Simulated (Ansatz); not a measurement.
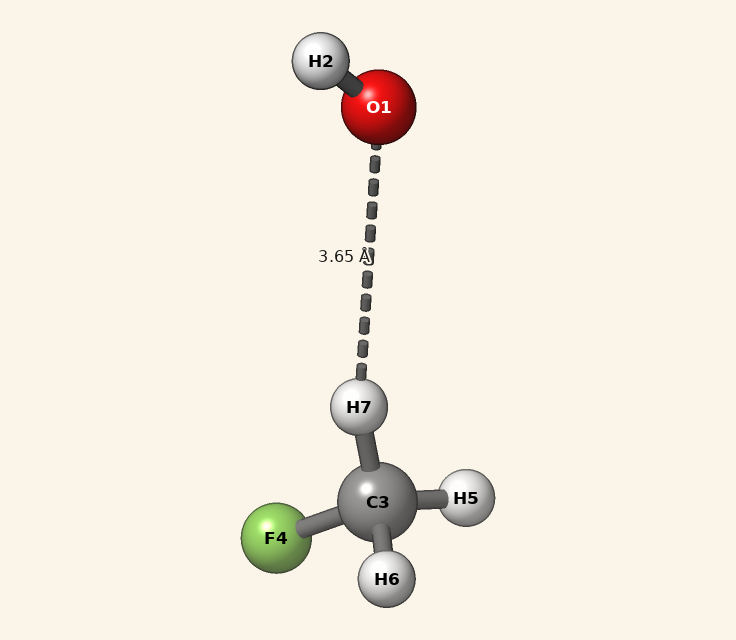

Two molecules or ions; the broken line marks their closest contact (measured against van der Waals radii). The species has charge −1 and is a spin singlet. Geometry: a pair of rigid molecules at a changed separation. Program: Ansatz 0.2.0.

### Which two species are they?

HO and CH3F (`CF.[OH-]`).

Give the counterpoise-corrected interaction energy (kcal/mol, monomers kept as in the pair) with RHF-CCSD(T) (frozen core)/def2-TZVPPD; PBE0-D4/def2-TZVPPD; PBE-D4/def2-TZVPPD.

```json
{"level": "RHF-CCSD(T) (frozen core)/def2-TZVPPD", "interaction energy (kcal/mol)": "−4.9"}
{"level": "PBE0-D4/def2-TZVPPD", "interaction energy (kcal/mol)": "−5.1"}
{"level": "PBE-D4/def2-TZVPPD", "interaction energy (kcal/mol)": "−5.1"}
```
